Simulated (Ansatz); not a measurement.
**NbS2 (charge +1): density, localisation and related maps**

Input

```
crystal:
  periodic: [false, false, false]
  atoms:
    - {symbol: Nb, position_ang: [-0.044405, -0.955940, 0.912563]}
    - {symbol: S, position_ang: [-0.301374, 1.161006, 0.243478]}
    - {symbol: S, position_ang: [0.345789, -0.205066, -1.156041]}
basis:
  gaussian: {orbitals: def2-TZVP, initial_orbitals: start.molden}
total_charge: 1
hamiltonian: {xc: pbe0, dispersion: d4}
output: {forces: true, orbitals: {seedname: orbitals}}
```

Run with:

```sh
ansatz run in.yaml --threads 4 --pin off --events-out ev --progress --plain --max-ram 3916MiB
```

Geometry: r2SCAN-D4/def2-TZVP; core potentials replace the inner electrons of Nb.

Theory: Ansatz 0.2.0, RKS PBE0-D4/def2-TZVP.

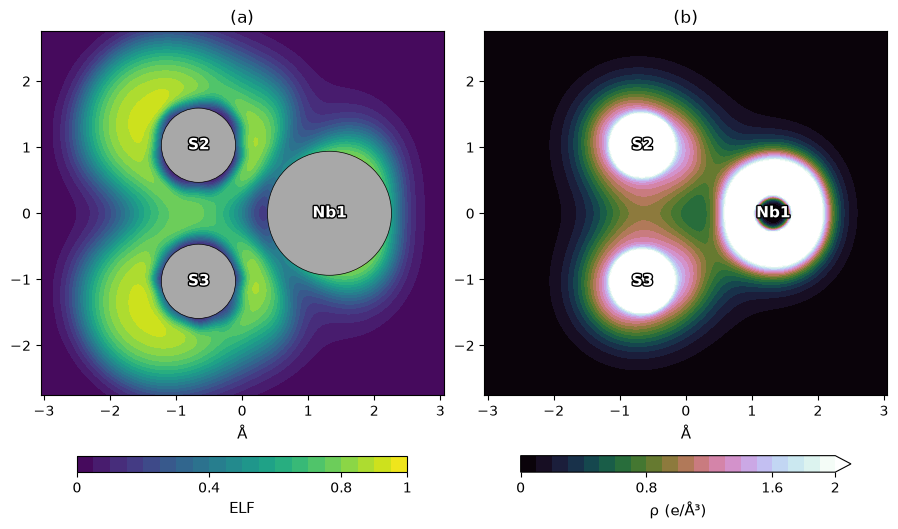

Figure 1. (a) electron localisation function; (b) electron density on the molecular plane. Grey discs cover the atomic cores in the ELF map.

### What do the fields say about this system?

- Atoms in the plane: Nb and S.
- S–S (2.06 Å): the density is about 0.97 e/Å³ at the midpoint; the ELF peaks at about 0.75 between the atoms, as expected for localised, covalent bonding.
- Nb–S (2.23 Å): ρ at the midpoint is about 0.82 e/Å³; the ELF peaks at about 0.80 in the valence shell of S, 0.8 Å from its nucleus, and is about 0.45 at the midpoint.

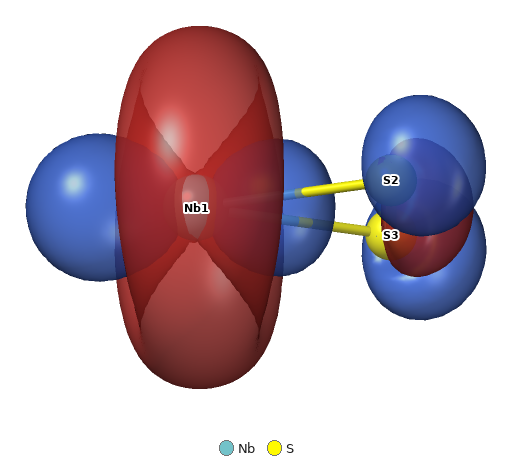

Figure 2. The LUMO at ±0.1 Å⁻³ᐟ² (blue and red are the two phases), seen from one side.

### What is the character of this orbital?

It lies mainly on Nb1 (about 80 %), S2 (about 10 %) and S3 (about 10 %). Its energy is −8.59 eV.

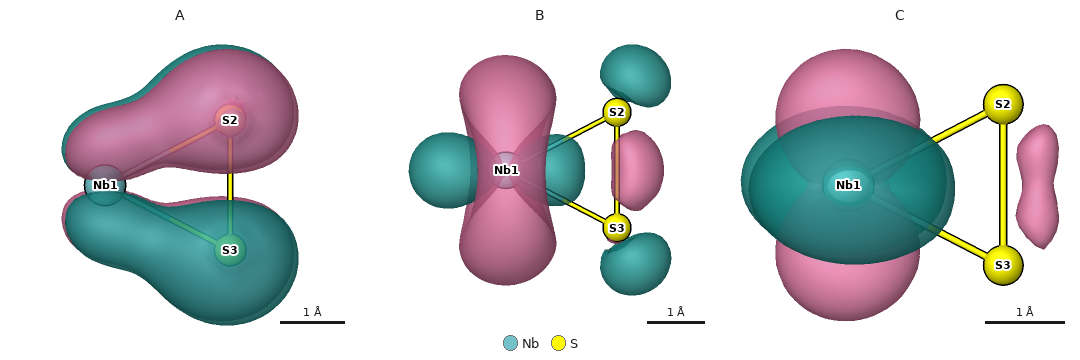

Figure 3. Three frontier orbitals at ±0.1 Å⁻³ᐟ² (teal and pink are the two phases), in no order.

### Which picture is the HOMO−1, the HOMO and the LUMO?

A is the HOMO−1 (−12.03 eV). Its weight (Hirshfeld) is mainly on S2 (about 40 %), S3 (about 40 %) and Nb1 (about 25 %); it changes sign across the molecular plane (π type); π-bonding across Nb1–S3; π-antibonding (a node) across Nb1–S2 and S2–S3. C is the HOMO (−10.64 eV). By Hirshfeld shares it lies mainly on Nb1 (about 90 %). B is the LUMO (−8.59 eV). It lies mainly on Nb1 (about 80 %), S2 (about 10 %) and S3 (about 10 %).

### What is the HOMO–LUMO gap?

2.05 eV between the orbital energies.
